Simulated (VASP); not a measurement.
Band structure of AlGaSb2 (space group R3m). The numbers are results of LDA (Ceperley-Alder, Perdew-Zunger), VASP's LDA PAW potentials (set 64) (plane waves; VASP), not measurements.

Unless said otherwise, spin-orbit coupling is left out, though it shifts the bands of the heavy elements here.

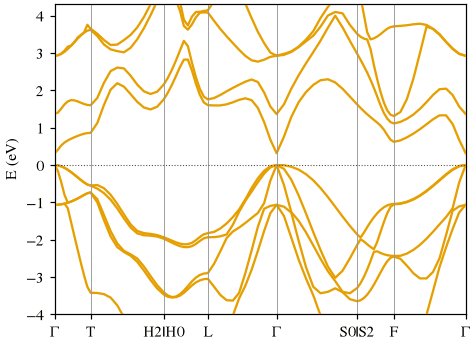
Figure. Bands along high-symmetry lines, zero at the valence-band maximum or, without a gap, the Fermi level

### Question
Read the plot: is there a gap, and where are the band edges?

### Answer
The gap is direct, 0.32 eV, from the valence maximum at Γ to the conduction minimum at Γ. (Edges off the drawn lines would not show.)

The structure comes from a computed database's AlGaSb2 entry (R3m); how it stands against other phases isn't given here. It was relaxed first.
